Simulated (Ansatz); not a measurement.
# BH3 (borane) at 6 levels

Aim: a comparison of 6 runs (B2PLYP/3-21G, CAM-B3LYP/3-21G, wB97X/3-21G, BLYP/6-31G*, MP2/3-21G, MP2/6-31G*) of BH3 (borane). 

The calculation is run with Ansatz 0.2.0.

54 further runs of the same task are left out: 54 set aside as unsound or not needed.

## (1) The system as given

BH3: 4 atoms, total charge 0, spin state singlet. As SMILES, `B`. The H2–B1 distance was set to 1.492 Å, away from the relaxed value.

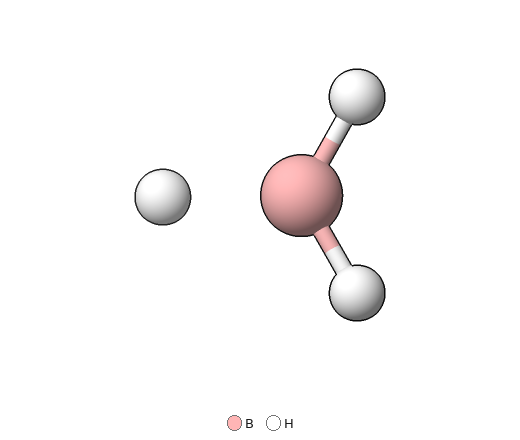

The structure, seen from a chosen angle (boron pink, hydrogen white).

## (2) A single-point energy at B2PLYP/3-21G (run 1)

molecule.yaml

```yaml
crystal:
  periodic: [false, false, false]
  atoms:
    - symbol: B
      position_ang: [-0.228206, -0.114313, -0.148594]
    - symbol: H
      position_ang: [0.982200, 0.381700, 0.568800]
    - symbol: H
      position_ang: [-0.518306, -1.271013, -0.100494]
    - symbol: H
      position_ang: [-0.906506, 0.645687, -0.770394]
basis:
  gaussian:
    orbitals: 3-21G.json
hamiltonian:
  xc: {name: B2PLYP}
correlation:
  frozen_orbitals: {B: 1, H: 0}
accuracy: high
```

The basis set 3-21G is read from a file made from the Basis Set Exchange's data (not shown).

Started as:

```sh
$ ansatz run molecule.yaml --threads 1 --pin off --max-ram 2610MiB --events-out events.jsonl --progress --plain --runs-dir runs
```

The log of the run:

```text
Warning: RAYON_NUM_THREADS=1 ignored (pool sized by the plan → 1); use --threads N
Functional definition: B2PLYP
  name "B2PLYP"
  parameter a = 0.53
  parameter c = 0.27
  exchange = (1 - a)*b88_x + a*exact_x
  correlation = (1 - c)*lyp_c + c*(mp2_os + mp2_ss)
292 factors; integrals over basis functions are off by at most 3.0e-9 eV
mean field evaluation 1: about -717.0711 eV, gradient 5.0e0 eV
mean field evaluation 2: about -717.0476 eV, gradient 5.0e0 eV
mean field evaluation 4: about -717.1613 eV, gradient 4.0e-1 eV
mean field evaluation 8: about -717.1619 eV, gradient 1.7e-4 eV
mean field -717.16186224 eV, -26.3552123276 hartree, gradient 2.1e-8 eV, S^2 0.000000; 0 other end points of the search recorded, 0 dependent functions left out
1 core orbitals not correlated: weight in the atoms' cores, before any rotation towards them, 1.000 or more for the frozen orbitals, at most 0.000 for the correlated occupied ones
reference -717.16187823 eV, -26.3552129152 hartree; 3, 3 occupied and 11, 11 virtual orbitals, 292 factors
second order -1.96840652 eV of doubles, -0.00000000 eV of singles
Total energy: -717.69334799 eV, -26.3747440687 hartree
```

It took 0.65 s on 1 thread of Arm Neoverse V1, shared host.

## (3) A single-point energy at CAM-B3LYP/3-21G (run 2)

molecule.yaml

```yaml
crystal:
  periodic: [false, false, false]
  atoms:
    - {symbol: B, position_ang: [-0.228206, -0.114313, -0.148594]}
    - {symbol: H, position_ang: [0.982200, 0.381700, 0.568800]}
    - {symbol: H, position_ang: [-0.518306, -1.271013, -0.100494]}
    - {symbol: H, position_ang: [-0.906506, 0.645687, -0.770394]}
basis:
  gaussian:
    orbitals: 3-21G.json
accuracy: high
hamiltonian:
  xc: {name: CAM-B3LYP}
```

The basis set 3-21G is read from a file made from the Basis Set Exchange's data (not shown).

Started as:

```sh
$ ansatz run molecule.yaml --threads 1 --pin off --max-ram 2610MiB --events-out events.jsonl --progress --plain --runs-dir runs
```

The log of the run:

```text
Warning: RAYON_NUM_THREADS=1 ignored (pool sized by the plan → 1); use --threads N
Functional definition: CAM-B3LYP
  name "CAM-B3LYP"
  parameter alpha = 0.19
  parameter beta = 0.46
  parameter omega = 0.33/bohr
  parameter ac = 0.81
  exchange = (1 - alpha - beta)*b88_x + beta*b88_x_sr(omega) + alpha*exact_x + beta*exact_x_lr(omega)
  correlation = (1 - ac)*vwn5_c + ac*lyp_c
292 factors; integrals over basis functions are off by at most 3.0e-9 eV
146 factors; integrals over basis functions are off by at most 2.3e-9 eV
mean field evaluation 1: about -718.4097 eV, gradient 4.9e0 eV
mean field evaluation 2: about -718.5068 eV, gradient 1.1e0 eV
mean field evaluation 4: about -718.4848 eV, gradient 5.3e-1 eV
mean field evaluation 8: about -718.4859 eV, gradient 1.2e-4 eV
mean field evaluation 16: about -718.4859 eV, gradient 5.3e-9 eV
mean field -718.48587620 eV, -26.4038689433 hartree, gradient 5.3e-9 eV, S^2 0.000000; 0 other end points of the search recorded, 0 dependent functions left out
reference -718.48588829 eV, -26.4038693874 hartree; 4, 4 occupied and 11, 11 virtual orbitals, 292 factors
Total energy: -718.48588829 eV, -26.4038693874 hartree
```

It took 0.61 s on 1 thread of Arm Neoverse V1, shared host.

Runs 3 to 4 aren't shown in full; the table further down has their settings and results.

## (4) A single-point energy at MP2/3-21G (run 5)

molecule.yaml

```yaml
crystal:
  periodic: [false, false, false]
  atoms:
    - symbol: B
      position_ang: [-0.228206, -0.114313, -0.148594]
    - symbol: H
      position_ang: [0.982200, 0.381700, 0.568800]
    - symbol: H
      position_ang: [-0.518306, -1.271013, -0.100494]
    - symbol: H
      position_ang: [-0.906506, 0.645687, -0.770394]
basis:
  gaussian: {orbitals: 3-21G.json}
correlation: {method: mp2, frozen_orbitals: {B: 1, H: 0}}
accuracy: high
```

The basis set 3-21G is read from a file made from the Basis Set Exchange's data (not shown).

Started as:

```sh
$ ansatz run molecule.yaml --threads 1 --pin off --max-ram 2610MiB --events-out events.jsonl --progress --plain --runs-dir runs
```

The log of the run:

```text
Warning: RAYON_NUM_THREADS=1 ignored (pool sized by the plan → 1); use --threads N
Functional definition: HF
  name "HF"
  exchange = exact_x
  correlation = 0
292 factors; integrals over basis functions are off by at most 3.0e-9 eV
mean field evaluation 1: about -712.8426 eV, gradient 8.6e0 eV
mean field evaluation 2: about -712.8302 eV, gradient 8.6e0 eV
mean field evaluation 4: about -713.2014 eV, gradient 3.3e-1 eV
mean field evaluation 8: about -713.2017 eV, gradient 9.2e-5 eV
mean field -713.20170920 eV, -26.2096793877 hartree, gradient 2.7e-8 eV, S^2 0.000000; 0 other end points of the search recorded, 0 dependent functions left out
1 core orbitals not correlated: weight in the atoms' cores, before any rotation towards them, 1.000 or more for the frozen orbitals, at most 0.000 for the correlated occupied ones
reference -713.20170920 eV, -26.2096793877 hartree; 3, 3 occupied and 11, 11 virtual orbitals, 292 factors
second order -1.56750067 eV of doubles, -0.00000000 eV of singles
Total energy: -714.76920988 eV, -26.2672839751 hartree
```

It took 0.08 s on 1 thread of Arm Neoverse V1, shared host.

## (5) A single-point energy at MP2/6-31G(d) (spherical functions) (run 6)

run.yaml

```yaml
crystal:
  periodic: [false, false, false]
  atoms:
    - {symbol: B, position_ang: [-0.228206, -0.114313, -0.148594]}
    - {symbol: H, position_ang: [0.982200, 0.381700, 0.568800]}
    - {symbol: H, position_ang: [-0.518306, -1.271013, -0.100494]}
    - {symbol: H, position_ang: [-0.906506, 0.645687, -0.770394]}
basis:
  gaussian:
    orbitals: 6-31G_st_-spherical.json
magnetization:
  spin_polarized: false
accuracy: high
correlation:
  method: mp2
  frozen_orbitals: {B: 1, H: 0}
```

The basis set 6-31G* is read from a file made from the Basis Set Exchange's data (not shown).

Started as:

```sh
$ ansatz run run.yaml --threads 1 --pin off --max-ram 2610MiB --events-out events.jsonl --progress --plain --runs-dir runs
```

The log of the run:

```text
Warning: RAYON_NUM_THREADS=1 ignored (pool sized by the plan → 1); use --threads N
[... 4 set-up lines as earlier in the session ...]
415 factors; integrals over basis functions are off by at most 2.4e-9 eV
mean field evaluation 1: about -716.8804 eV, gradient 9.6e0 eV
mean field evaluation 2: about -716.8794 eV, gradient 9.6e0 eV
mean field evaluation 4: about -717.3217 eV, gradient 3.8e-1 eV
mean field evaluation 8: about -717.3224 eV, gradient 4.4e-5 eV
mean field -717.32242614 eV, -26.3611129421 hartree, gradient 2.1e-8 eV, S^2 0.000000; 0 other end points of the search recorded, 0 dependent functions left out
1 core orbitals not correlated: weight in the atoms' cores, before any rotation towards them, 1.000 or more for the frozen orbitals, at most 0.000 for the correlated occupied ones
reference -717.32242614 eV, -26.3611129421 hartree; 3, 3 occupied and 16, 16 virtual orbitals, 415 factors
second order -2.04516789 eV of doubles, -0.00000000 eV of singles
Total energy: -719.36759403 eV, -26.4362714758 hartree
```

Run time: 0.12 s. Hardware: 1 thread of Arm Neoverse V1, shared host.

## (6) Overview of the runs

```
run                              level  frozen core orbitals  energy (Eh)  wall time
  1                       B2PLYP/3-21G                     1   -26.374744     0.65 s
  2                    CAM-B3LYP/3-21G                     –   -26.403869     0.61 s
  3                        wB97X/3-21G                     –   -26.417984      2.1 s
  4  BLYP/6-31G* (spherical functions)                     –   -26.554859     0.54 s
  5                          MP2/3-21G                     1   -26.267284     0.08 s
  6   MP2/6-31G* (spherical functions)                     1   -26.436271     0.12 s
```

## (7) What came out

| quantity | value |
| --- | --- |
| run 6: total energy | -26.43627 Eh |
| run 6: correlation energy (1 core orbital frozen) | -75.2 mEh |

Totals of different functionals can't be ranked against each other. All runs together took 4.1 s, the longest 2.1 s.
